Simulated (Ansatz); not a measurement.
# CH₈AlN (built from SMILES C[NH][AlH2].[H][H]): a reaction path by the nudged elastic band

What path joins these two structures, and how high does it climb? Both ends were relaxed at PBE0-D4 in triple zeta. A second band with other settings follows.

The runs use Ansatz 0.2.0, Gaussian basis; PBE0-D4/def2-SVP.

22 further runs of the same task are left out: 22 set aside as unsound or not needed.

## Step 1: The system as given

The first end: 11 atoms, charge 0, spin multiplicity 1.

Atoms are counted from 1 here; the program's logs count them from 0.

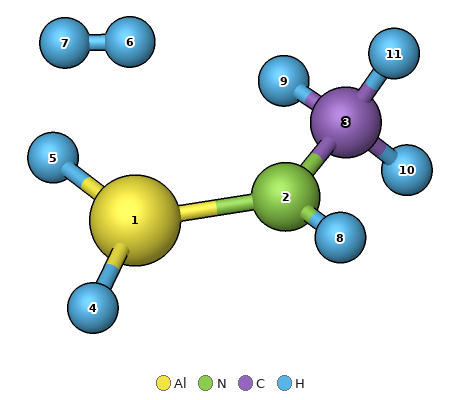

Start geometry, drawn with aluminium yellow, nitrogen green, carbon purple, hydrogen blue; atoms are numbered from 1 in the order of the file.

As a file:

| atom | x (Å) | y (Å) | z (Å) |
| --- | --- | --- | --- |
| Al1 | -1.23823 | 0.62117 | -0.06884 |
| N2 | -0.19402 | -0.73206 | 0.39045 |
| C3 | 0.80371 | -1.40824 | -0.40980 |
| H4 | -2.25575 | 1.16272 | 1.01760 |
| H5 | -1.13964 | 1.15397 | -1.55772 |
| H6 | 0.70320 | 2.25114 | 0.76872 |
| H7 | 0.34026 | 2.83256 | 0.46566 |
| H8 | -0.25387 | -1.11451 | 1.32251 |
| H9 | 0.82863 | -0.97562 | -1.41312 |
| H10 | 0.59250 | -2.47820 | -0.52429 |
| H11 | 1.81321 | -1.31273 | 0.00891 |

The second end:

```xyz
11
charge 0, multiplicity 1
Al   -1.1159    1.1582   -0.1279
N     0.1109   -0.2915    0.6349
C     0.9985   -0.8999   -0.3678
H    -1.9024    1.5743    1.2075
H    -1.9105    0.2829   -1.2135
H     0.6565    0.1229    1.3847
H    -0.0040    2.1757   -0.6800
H    -0.4732   -1.0013    1.0668
H     1.6104   -0.1153   -0.8118
H     0.3852   -1.3376   -1.1549
H     1.6445   -1.6682    0.0621
```

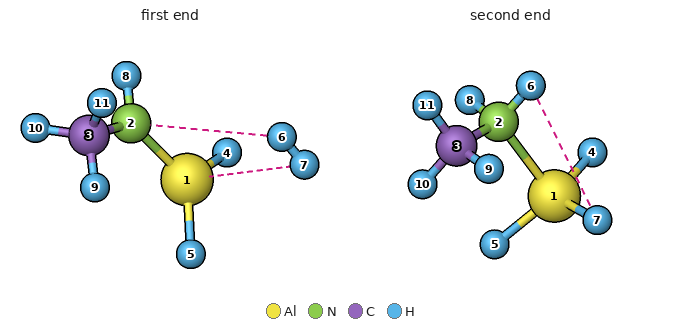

The two ends; dashed lines mark the contacts followed along the path.

## Step 2: The band at PBE0-D4/def2-SVP

Input file neb/in.yaml:

```yaml
crystal:
  periodic: [false, false, false]
  atoms:
    - {symbol: Al, position_ang: [-1.238229, 0.621169, -0.068838]}
    - {symbol: N, position_ang: [-0.194023, -0.732056, 0.390455]}
    - {symbol: C, position_ang: [0.803705, -1.408240, -0.409795]}
    - {symbol: H, position_ang: [-2.255754, 1.162719, 1.017600]}
    - {symbol: H, position_ang: [-1.139636, 1.153969, -1.557719]}
    - {symbol: H, position_ang: [0.703203, 2.251137, 0.768724]}
    - {symbol: H, position_ang: [0.340263, 2.832560, 0.465663]}
    - {symbol: H, position_ang: [-0.253871, -1.114505, 1.322511]}
    - {symbol: H, position_ang: [0.828630, -0.975620, -1.413117]}
    - {symbol: H, position_ang: [0.592503, -2.478200, -0.524291]}
    - {symbol: H, position_ang: [1.813209, -1.312731, 0.008906]}
basis:
  gaussian: {orbitals: def2-SVP}
hamiltonian: {xc: pbe0, dispersion: d4}
neb:
  images: 5
  climbing: true
  max_iterations: 40
  initial_path: idpp
  final_atoms:
    - {symbol: Al, position_ang: [-1.115859, 1.158218, -0.127858]}
    - {symbol: N, position_ang: [0.110866, -0.291474, 0.634895]}
    - {symbol: C, position_ang: [0.998491, -0.899891, -0.367827]}
    - {symbol: H, position_ang: [-1.902419, 1.574282, 1.207535]}
    - {symbol: H, position_ang: [-1.910473, 0.282911, -1.213537]}
    - {symbol: H, position_ang: [0.656497, 0.122855, 1.384674]}
    - {symbol: H, position_ang: [-0.003980, 2.175675, -0.679994]}
    - {symbol: H, position_ang: [-0.473229, -1.001321, 1.066750]}
    - {symbol: H, position_ang: [1.610418, -0.115321, -0.811781]}
    - {symbol: H, position_ang: [0.385214, -1.337568, -1.154853]}
    - {symbol: H, position_ang: [1.644475, -1.668168, 0.062099]}
```

Command:

```
$ ansatz run in.yaml --threads 2 --pin off --events-out ev --progress --plain --max-ram 4352MiB
```

Log:

```text
Functional definition: PBE0
  name "PBE0"
  cite "Adamo & Barone, J. Chem. Phys. 110, 6158 (1999) doi:10.1063/1.478522"
  cite "Perdew, Burke & Ernzerhof, Phys. Rev. Lett. 77, 3865 (1996) doi:10.1103/PhysRevLett.77.3865"
  parent pbe
  parameter a = 0.25
  parameter kappa = 0.804
  parameter beta = 0.06672455060314922
  exchange = (1 - a)*pbe_x(kappa = kappa, mu = beta*pi^2/3) + a*exact_x
  correlation = pbe_c(beta = beta)
929 factors; integrals over basis functions are off by at most 4.0e-4 eV
mean field evaluation 1: about -9237.2502 eV, gradient 5.2e1 eV
mean field evaluation 2: about -9221.7744 eV, gradient 9.1e1 eV
mean field evaluation 4: about -9243.3461 eV, gradient 4.5e0 eV
mean field evaluation 8: about -9243.4087 eV, gradient 2.4e-2 eV
mean field -9243.40868135 eV, -339.6890036321 hartree, gradient 3.5e-5 eV, S^2 0.000000; 0 other end points of the search recorded, 0 dependent functions left out
the calculation of the forces begins
reference -9243.40871185 eV, -339.6890047529 hartree; 17, 17 occupied and 69, 69 virtual orbitals, 929 factors
[... from here to the last solve, the lines of the solves are left out (118 solves) ...]
WARN: NEB end point (image 0): max|allowed force component| = 3.731e-1 eV/Å (the criterion of neb.relax_end_points is 1.000e-2). That is over neb.f_tol: it is no minimum, so the barrier can be far off. Relax it first
WARN: NEB end point (image 6): max|allowed force component| = 3.622e-1 eV/Å (the criterion of neb.relax_end_points is 1.000e-2). That is over neb.f_tol: it is no minimum, so the barrier can be far off. Relax it first
NEB iter   1: max|band force component| = 3.922e0 eV/Å  barrier→ = 3.9240 eV  barrier← = 4.6788 eV  Δτ_max = 0.2000 Å  (171 SCF iters)
NEB iter   2: max|band force component| = 2.858e0 eV/Å  barrier→ = 2.6947 eV  barrier← = 3.4495 eV  Δτ_max = 0.2000 Å  (138 SCF iters)
NEB iter   3: max|band force component| = 5.116e0 eV/Å  barrier→ = 1.5947 eV  barrier← = 2.3494 eV  Δτ_max = 0.1021 Å  (130 SCF iters)
NEB iter   4: max|band force component| = 1.800e0 eV/Å  barrier→ = 1.2102 eV  barrier← = 1.9649 eV  Δτ_max = 0.2000 Å  (124 SCF iters)
NEB iter   5: max|band force component| = 2.887e0 eV/Å  barrier→ = 0.5686 eV  barrier← = 1.3234 eV  Δτ_max = 0.0998 Å  (120 SCF iters)
NEB iter   6: max|band force component| = 6.090e-1 eV/Å  barrier→ = 0.3739 eV  barrier← = 1.1287 eV  Δτ_max = 0.1609 Å  (117 SCF iters)
NEB iter   7: max|band force component| = 4.907e-1 eV/Å  barrier→ = 0.2769 eV  barrier← = 1.0317 eV  CI = image 2  Δτ_max = 0.2000 Å  (119 SCF iters)
NEB iter   8: max|band force component| = 1.035e0 eV/Å  barrier→ = 0.4696 eV  barrier← = 1.2244 eV  CI = image 2  Δτ_max = 0.0843 Å  (117 SCF iters)
NEB iter   9: max|band force component| = 7.785e-1 eV/Å  barrier→ = 0.5611 eV  barrier← = 1.3159 eV  CI = image 2  Δτ_max = 0.1000 Å  (117 SCF iters)
NEB iter  10: max|band force component| = 4.399e-1 eV/Å  barrier→ = 0.6384 eV  barrier← = 1.3932 eV  CI = image 2  Δτ_max = 0.1950 Å  (117 SCF iters)
NEB iter  11: max|band force component| = 1.032e0 eV/Å  barrier→ = 0.6512 eV  barrier← = 1.4060 eV  CI = image 2  Δτ_max = 0.0987 Å  (113 SCF iters)
NEB iter  12: max|band force component| = 3.695e-1 eV/Å  barrier→ = 0.6430 eV  barrier← = 1.3978 eV  CI = image 2  Δτ_max = 0.0454 Å  (114 SCF iters)
NEB iter  13: max|band force component| = 9.613e-2 eV/Å  barrier→ = 0.6391 eV  barrier← = 1.3939 eV  CI = image 2  Δτ_max = 0.0330 Å  (111 SCF iters)
NEB iter  14: max|band force component| = 7.139e-2 eV/Å  barrier→ = 0.6362 eV  barrier← = 1.3910 eV  CI = image 2  Δτ_max = 0.0553 Å  (103 SCF iters)
NEB iter  15: max|band force component| = 3.991e-2 eV/Å  barrier→ = 0.6341 eV  barrier← = 1.3889 eV  CI = image 2  Δτ_max = 0.0533 Å  (111 SCF iters)
NEB iter  16: max|band force component| = 8.603e-2 eV/Å  barrier→ = 0.6325 eV  barrier← = 1.3873 eV  CI = image 2  Δτ_max = 0.0266 Å  (22 SCF iters)
929 factors; integrals over basis functions are off by at most 1.0e-3 eV
mean field -9244.15888162 eV, -339.7165729835 hartree, gradient 7.7e-7 eV, S^2 0.000000; 0 other end points of the search recorded, 0 dependent functions left out
the calculation of the forces begins
reference -9244.15891197 eV, -339.7165740990 hartree; 17, 17 occupied and 69, 69 virtual orbitals, 929 factors
NEB iter  17: max|band force component| = 4.247e-2 eV/Å  barrier→ = 0.6320 eV  barrier← = 1.3867 eV  CI = image 2  CI's point: of a kind that is not told: the force calls were inconclusive, a negative curvature could not be distinguished from the path's own, the only one lies far off the path, or fixed occupations may fill a level only in part  Δτ_max = 0.0000 Å  (832 SCF iters)
Total energy: -9242.91092523 eV, -339.6707114320 hartree
Atom 0 at    -1.306988     0.804120    -0.058307 Å, force     0.005305    -0.004408     0.006222 eV/Å
Atom 1 at     0.116922    -0.318887     0.525768 Å, force    -0.000226    -0.002159    -0.011593 eV/Å
Atom 2 at     0.996489    -1.051994    -0.363153 Å, force    -0.000737     0.007769     0.016193 eV/Å
Atom 3 at    -2.442134     1.032554     1.028657 Å, force    -0.003007    -0.001028    -0.000312 eV/Å
Atom 4 at    -1.511579     0.870498    -1.631947 Å, force     0.002417     0.004213    -0.000636 eV/Å
Atom 5 at     0.348540     1.126399     0.568799 Å, force    -0.006918     0.009375    -0.012640 eV/Å
Atom 6 at     0.017369     2.021101     0.352510 Å, force     0.002600    -0.005900     0.010279 eV/Å
Atom 7 at     0.046482    -0.751282     1.444629 Å, force    -0.006045     0.003258     0.002812 eV/Å
Atom 8 at     1.193575    -0.454016    -1.267973 Å, force     0.000269    -0.004593    -0.002752 eV/Å
Atom 9 at     0.568876    -2.013171    -0.703649 Å, force     0.001791    -0.001626     0.004364 eV/Å
Atom 10 at     1.972448    -1.265120     0.104765 Å, force     0.004550    -0.004901    -0.011939 eV/Å
Dipole moment:     0.314651    -0.342967     0.140930 e Å
```

It took 3.1 min on 2 threads of Intel Xeon Platinum 8375C at 2.90GHz, shared host.

The last band:

| image | path (Å) | energy (kJ/mol) | Al1–H7 (Å) | N2–H6 (Å) | Al1–N2 (Å) | H6–H7 (Å) |
| --- | --- | --- | --- | --- | --- | --- |
| 0 | 0.00 | 0.0 | 2.77 | 3.14 | 1.77 | 0.75 |
| 1 | 0.98 | 4.9 | 2.43 | 2.41 | 1.79 | 0.77 |
| 2 | 1.96 | 61.0 | 1.84 | 1.46 | 1.91 | 0.98 |
| 3 | 2.75 | -47.6 | 1.63 | 1.03 | 2.06 | 1.89 |
| 4 | 3.53 | -69.4 | 1.61 | 1.02 | 2.08 | 2.61 |
| 5 | 4.31 | -72.3 | 1.61 | 1.02 | 2.07 | 2.82 |
| 6 | 5.09 | -72.8 | 1.61 | 1.02 | 2.05 | 2.99 |

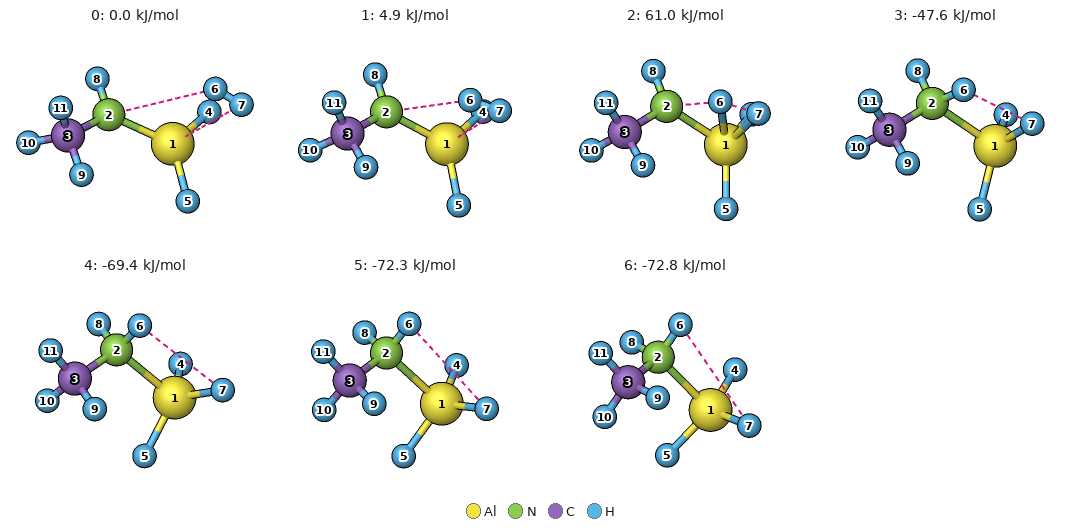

The images of the last band.

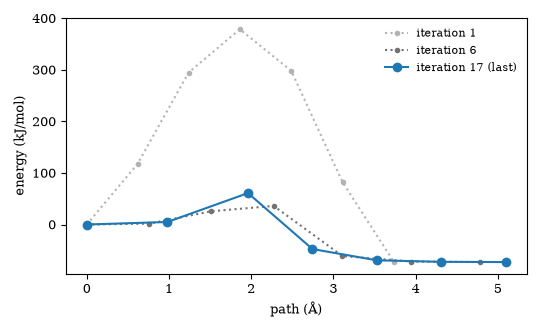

Energy along the path.

The highest image, 2:

```xyz
11

Al   -1.30699    0.80412   -0.05831
N     0.11692   -0.31889    0.52577
C     0.99649   -1.05199   -0.36315
H    -2.44213    1.03255    1.02866
H    -1.51158    0.87050   -1.63195
H     0.34854    1.12640    0.56880
H     0.01737    2.02110    0.35251
H     0.04648   -0.75128    1.44463
H     1.19358   -0.45402   -1.26797
H     0.56888   -2.01317   -0.70365
H     1.97245   -1.26512    0.10476
```

## Step 3: The band at PBE-D4/cc-pVDZ, other settings

Edit neb/in.yaml of step 2 so:

```diff
@@ -15,4 +15,4 @@
 basis:
-  gaussian: {orbitals: def2-SVP}
-hamiltonian: {xc: pbe0, dispersion: d4}
+  gaussian: {orbitals: cc-pVDZ}
+hamiltonian: {xc: pbe, dispersion: d4}
 neb:
@@ -22,2 +22,3 @@
   initial_path: idpp
+  max_displacement: 0.1
   final_atoms:
```

Command:

```
$ ansatz run in.yaml --threads 2 --pin off --events-out ev --progress --plain --max-ram 4352MiB
```

Log:

```text
Functional definition: PBE
  name "PBE"
[... 4 set-up lines as earlier in the session ...]
  exchange = pbe_x(kappa = kappa, mu = beta*pi^2/3)
[... 1 set-up line as earlier in the session ...]
1095 factors; their error is unknown
mean field evaluation 1: about -9236.0270 eV, gradient 6.5e1 eV
mean field evaluation 2: about -9184.2921 eV, gradient 1.4e2 eV
mean field evaluation 4: about -9245.8385 eV, gradient 1.2e1 eV
mean field evaluation 8: about -9246.1449 eV, gradient 2.8e-1 eV
mean field evaluation 16: about -9246.1039 eV, gradient 8.9e-5 eV
mean field -9246.10386984 eV, -339.7880499823 hartree, gradient 1.5e-5 eV, S^2 0.000000; 0 other end points of the search recorded, 0 dependent functions left out
the calculation of the forces begins
reference -9246.10391254 eV, -339.7880515515 hartree; 17, 17 occupied and 69, 69 virtual orbitals, 1095 factors
[... from here to the last solve, the lines of the solves are left out (118 solves) ...]
WARN: NEB end point (image 0): max|allowed force component| = 6.709e-1 eV/Å (the criterion of neb.relax_end_points is 1.000e-2). That is over neb.f_tol: it is no minimum, so the barrier can be far off. Relax it first
WARN: NEB end point (image 6): max|allowed force component| = 5.271e-1 eV/Å (the criterion of neb.relax_end_points is 1.000e-2). That is over neb.f_tol: it is no minimum, so the barrier can be far off. Relax it first
NEB iter   1: max|band force component| = 3.784e0 eV/Å  barrier→ = 3.3917 eV  barrier← = 4.0923 eV  Δτ_max = 0.1000 Å  (190 SCF iters)
NEB iter   2: max|band force component| = 2.702e0 eV/Å  barrier→ = 2.8452 eV  barrier← = 3.5459 eV  Δτ_max = 0.1000 Å  (146 SCF iters)
NEB iter   3: max|band force component| = 2.396e0 eV/Å  barrier→ = 2.3690 eV  barrier← = 3.0696 eV  Δτ_max = 0.1000 Å  (143 SCF iters)
NEB iter   4: max|band force component| = 2.208e0 eV/Å  barrier→ = 2.0017 eV  barrier← = 2.7023 eV  Δτ_max = 0.1000 Å  (138 SCF iters)
NEB iter   5: max|band force component| = 1.934e0 eV/Å  barrier→ = 1.6491 eV  barrier← = 2.3498 eV  Δτ_max = 0.1000 Å  (137 SCF iters)
NEB iter   6: max|band force component| = 1.721e0 eV/Å  barrier→ = 1.3018 eV  barrier← = 2.0024 eV  Δτ_max = 0.1000 Å  (138 SCF iters)
NEB iter   7: max|band force component| = 1.974e0 eV/Å  barrier→ = 1.0057 eV  barrier← = 1.7063 eV  Δτ_max = 0.1000 Å  (137 SCF iters)
NEB iter   8: max|band force component| = 1.739e0 eV/Å  barrier→ = 0.7282 eV  barrier← = 1.4288 eV  Δτ_max = 0.1000 Å  (135 SCF iters)
NEB iter   9: max|band force component| = 8.546e-1 eV/Å  barrier→ = 0.4830 eV  barrier← = 1.1836 eV  Δτ_max = 0.0985 Å  (137 SCF iters)
NEB iter  10: max|band force component| = 1.291e0 eV/Å  barrier→ = 0.2966 eV  barrier← = 0.9972 eV  CI = image 3  Δτ_max = 0.1000 Å  (137 SCF iters)
NEB iter  11: max|band force component| = 6.707e-1 eV/Å  barrier→ = 0.4420 eV  barrier← = 1.1427 eV  CI = image 3  Δτ_max = 0.1000 Å  (136 SCF iters)
NEB iter  12: max|band force component| = 5.565e-1 eV/Å  barrier→ = 0.5334 eV  barrier← = 1.2340 eV  CI = image 3  Δτ_max = 0.0981 Å  (138 SCF iters)
NEB iter  13: max|band force component| = 2.195e-1 eV/Å  barrier→ = 0.5593 eV  barrier← = 1.2599 eV  CI = image 3  Δτ_max = 0.0413 Å  (134 SCF iters)
NEB iter  14: max|band force component| = 2.232e-1 eV/Å  barrier→ = 0.5512 eV  barrier← = 1.2519 eV  CI = image 3  Δτ_max = 0.0209 Å  (126 SCF iters)
NEB iter  15: max|band force component| = 8.299e-2 eV/Å  barrier→ = 0.5477 eV  barrier← = 1.2483 eV  CI = image 3  Δτ_max = 0.0278 Å  (133 SCF iters)
1095 factors; their error is unknown
mean field -9245.53887994 eV, -339.7672869865 hartree, gradient 1.6e-6 eV, S^2 0.000000; 0 other end points of the search recorded, 0 dependent functions left out
the calculation of the forces begins
reference -9245.53892383 eV, -339.7672885993 hartree; 17, 17 occupied and 69, 69 virtual orbitals, 1095 factors
NEB iter  16: max|band force component| = 4.521e-2 eV/Å  barrier→ = 0.5465 eV  barrier← = 1.2471 eV  CI = image 3  CI's point: of a kind that is not told: the force calls were inconclusive, a negative curvature could not be distinguished from the path's own, the only one lies far off the path, or fixed occupations may fill a level only in part  Δτ_max = 0.0000 Å  (944 SCF iters)
WARN: NEB end point (image 6): the path dips 0.026545 eV below it before the top, so the barrier from the dip is that much higher. The path crosses a lower well, or the end point is a saddle point, which neb.relax_end_points tests for
Total energy: -9245.71651091 eV, -339.7738148043 hartree
Atom 0 at    -1.375033     0.724094    -0.063155 Å, force    -0.035180     0.017209    -0.012850 eV/Å
Atom 1 at     0.141418    -0.311535     0.543313 Å, force     0.029591    -0.020171     0.012388 eV/Å
Atom 2 at     1.062681    -1.004256    -0.357093 Å, force     0.045751    -0.019202    -0.029868 eV/Å
Atom 3 at    -2.508757     0.927347     1.051469 Å, force    -0.005718     0.000325    -0.000615 eV/Å
Atom 4 at    -1.597476     0.754069    -1.650456 Å, force     0.001521     0.003234    -0.000237 eV/Å
Atom 5 at     0.296772     1.172695     0.555660 Å, force    -0.007797    -0.003045     0.010349 eV/Å
Atom 6 at    -0.080200     2.045659     0.312674 Å, force    -0.001755     0.012772     0.001286 eV/Å
Atom 7 at     0.094912    -0.759462     1.467381 Å, force     0.002239     0.007387    -0.000571 eV/Å
Atom 8 at     1.199113    -0.401617    -1.280232 Å, force    -0.006195    -0.004552     0.008184 eV/Å
Atom 9 at     0.698824    -2.007624    -0.678535 Å, force    -0.016155     0.007327     0.012340 eV/Å
Atom 10 at     2.067746    -1.139167     0.099074 Å, force    -0.006303    -0.001285    -0.000407 eV/Å
Dipole moment:     0.309587    -0.309142     0.135108 e Å
```

Run time: 2.2 min. Hardware: 2 threads of Intel Xeon Platinum 8375C at 2.90GHz, shared host.

The last band:

| image | path (Å) | energy (kJ/mol) | Al1–H7 (Å) | N2–H6 (Å) | Al1–N2 (Å) | H6–H7 (Å) |
| --- | --- | --- | --- | --- | --- | --- |
| 0 | 0.00 | 0.0 | 2.77 | 3.14 | 1.77 | 0.75 |
| 1 | 0.73 | -4.0 | 2.88 | 2.69 | 1.81 | 0.77 |
| 2 | 1.46 | 9.5 | 2.41 | 2.20 | 1.82 | 0.79 |
| 3 | 2.19 | 52.7 | 1.89 | 1.49 | 1.93 | 0.98 |
| 4 | 3.23 | -59.4 | 1.63 | 1.03 | 2.11 | 2.20 |
| 5 | 4.26 | -70.2 | 1.62 | 1.03 | 2.11 | 2.81 |
| 6 | 5.30 | -67.6 | 1.61 | 1.02 | 2.05 | 2.99 |

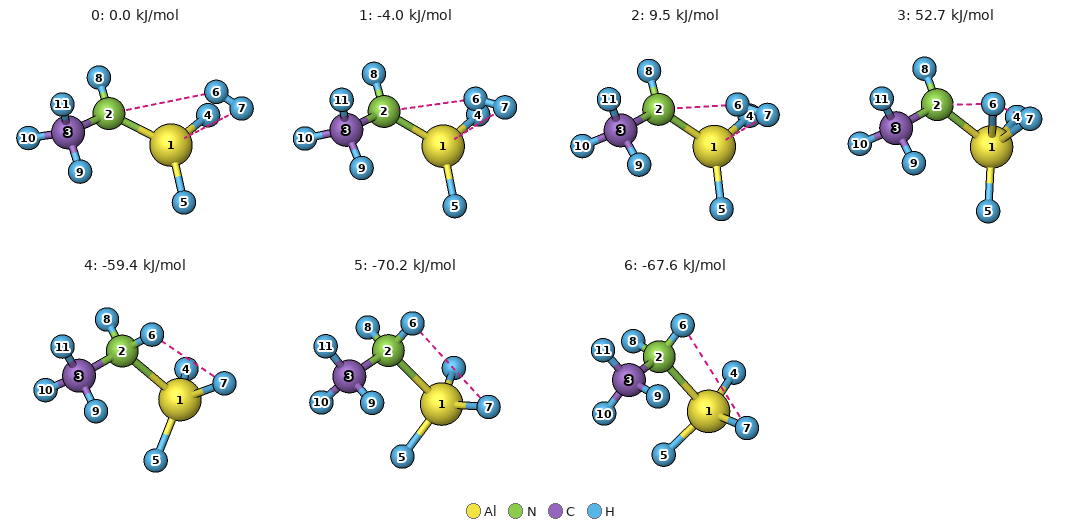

The images of the last band.

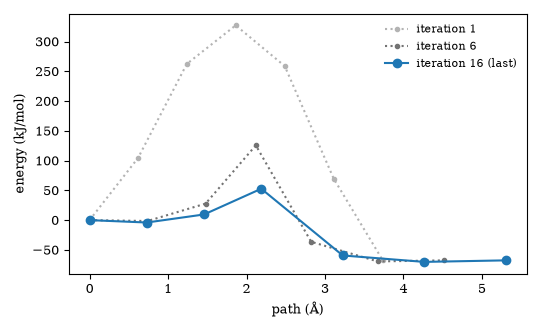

Energy along the path.

The highest image, 3:

```xyz
11
CH8AlN
Al   -1.3750    0.7241   -0.0632
N     0.1414   -0.3115    0.5433
C     1.0627   -1.0043   -0.3571
H    -2.5088    0.9273    1.0515
H    -1.5975    0.7541   -1.6505
H     0.2968    1.1727    0.5557
H    -0.0802    2.0457    0.3127
H     0.0949   -0.7595    1.4674
H     1.1991   -0.4016   -1.2802
H     0.6988   -2.0076   -0.6785
H     2.0677   -1.1392    0.0991
```

## Step 4: What came out

| quantity | value |
| --- | --- |
| PBE0-D4/def2-SVP, 17 iterations | highest 61.0 kJ/mol (image 2), last end -72.8 kJ/mol |
| PBE-D4/cc-pVDZ, 16 iterations | highest 52.7 kJ/mol (image 3), last end -67.6 kJ/mol |
| from earlier runs: barrier over the separately found saddle, CCSD(T)/def2-TZVPP | 90.7 kJ/mol |

**Reading.** The highest image lies 61.0 kJ/mol above the first end, and it climbed, so it estimates the saddle. The ends are not quite minima at this level (largest force component 0.37 eV/Å), so the heights are unreliable: relaxing the first end would lower it and raise the barrier above it. The highest image is 29.7 kJ/mol below the CCSD(T) barrier in triple zeta, which comes from separate runs on the saddle. The second band's highest image lies at 52.7 kJ/mol; the levels differ.
